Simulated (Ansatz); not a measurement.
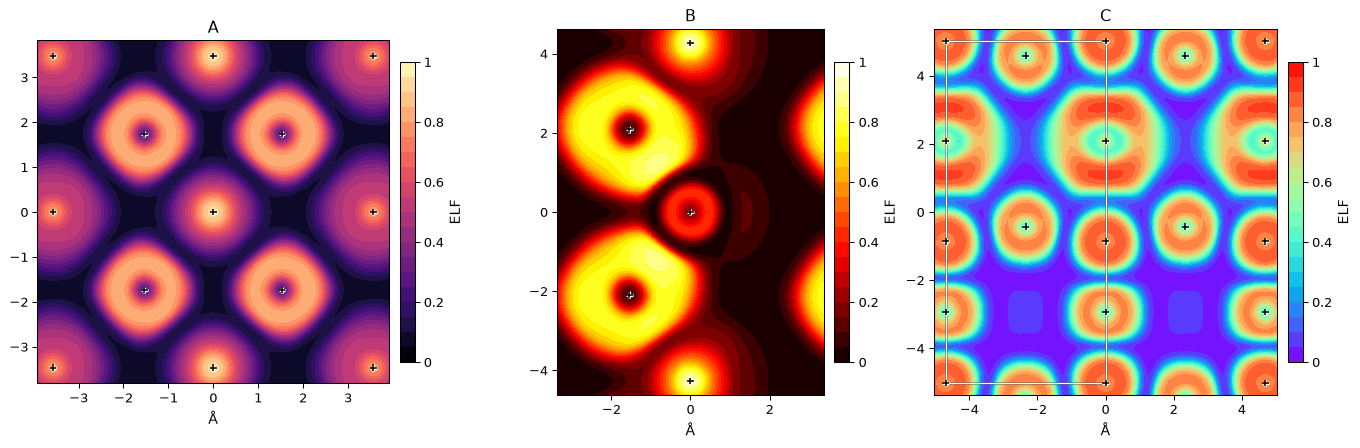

The ELF of 3 systems, each on a plane through atoms (crosses mark nuclei in the plane).

These are results of DFT PBE, scalar-relativistic, plane waves, PAW (Ansatz), not measurements.

System 1: Lu2SiF3, the (100) plane of the conventional cell. Space group I4/mmm; a structure generated by program, which may or may not match a known phase; computed without spin polarisation.

System 2: Mg3CdSe4, the (11̄0) plane of the conventional cell. Space group P-43m; a structure generated by program, which may or may not match a known phase.

```xyz
8
Lattice="6.0438 0.0000 0.0000 0.0000 6.0438 0.0000 0.0000 0.0000 6.0438" Properties=species:S:1:pos:R:3 pbc="T T T"
Mg    0.0000    3.0219    3.0219
Mg    3.0219    0.0000    3.0219
Mg    3.0219    3.0219    0.0000
Cd    0.0000    0.0000    0.0000
Se    1.5451    1.5451    4.4987
Se    1.5451    4.4987    1.5451
Se    4.4987    1.5451    1.5451
Se    4.4987    4.4987    4.4987
```

System 3: Cd3HgO4, the (010) plane of the conventional cell. Space group Cmmm; a structure generated by program, which may or may not match a known phase.

> Which map belongs to which system?

Panel A is system 3, Cd3HgO4: the plane holds Cd, Hg and O. Cd–O (2.32 Å): the ELF peaks at about 0.85 in the valence shell of O, 0.6 Å from its nucleus, and drops to about 0.10 between the two atoms: no localised pair shows between them. Panel B is system 2, Mg3CdSe4: the plane holds Mg, Cd and Se. Mg–Se (2.60 Å): the ELF peaks at about 0.85 in the valence shell of Se, 1.1 Å from its nucleus, and falls to about 0.05 next to Mg: a largely ionic contact. Panel C is system 1, Lu2SiF3: the plane holds Lu, Si and F. Lu–F (2.08 Å): the ELF peaks at about 0.80 in the valence shell of F, 0.5 Å from its nucleus, and drops to about 0.10 between the two atoms: no shared electron pair shows on this line.
